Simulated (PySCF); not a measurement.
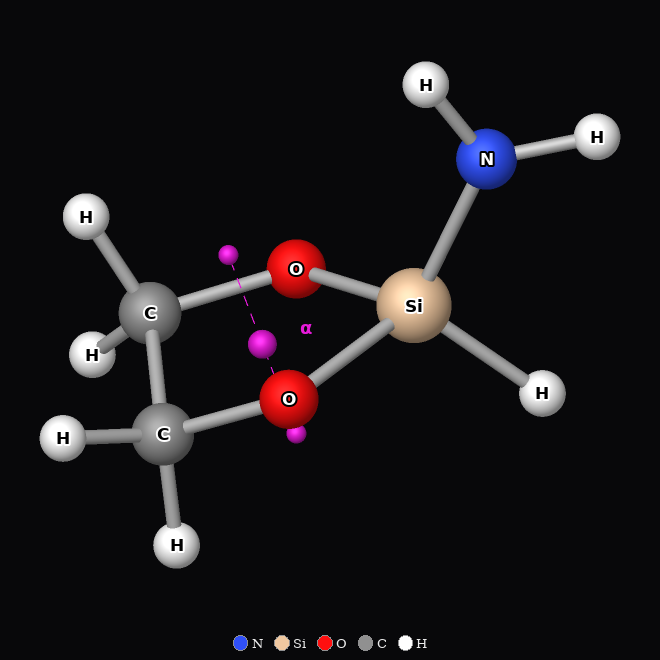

The small points mark where nucleus-independent chemical shifts (NICS) were computed: at the centre of each lettered ring and 1 Å above and below it. The computed structure is the end point of a PBE0-D3(BJ)/def2-SVP optimisation. No frequency run is at hand to confirm it as a minimum. Method: GIAO OPBE/pcSseg-1 NMR shielding, non-relativistic, gas phase (PySCF 2.14.0).

Give NICS(0), NICS(1) and the out-of-plane component NICS(1)zz for each ring (means of the two sides).

| ring | members | NICS(0) | NICS(1) | NICS(1)zz |
| --- | --- | --- | --- | --- |
| α | C2O2Si | −7.4 | −2.8 | −4.3 |

Values in ppm.

Question. What do the values say about the ring currents?

Answer. Ring α: weak, as in a non-aromatic ring. NICS is one index among several.
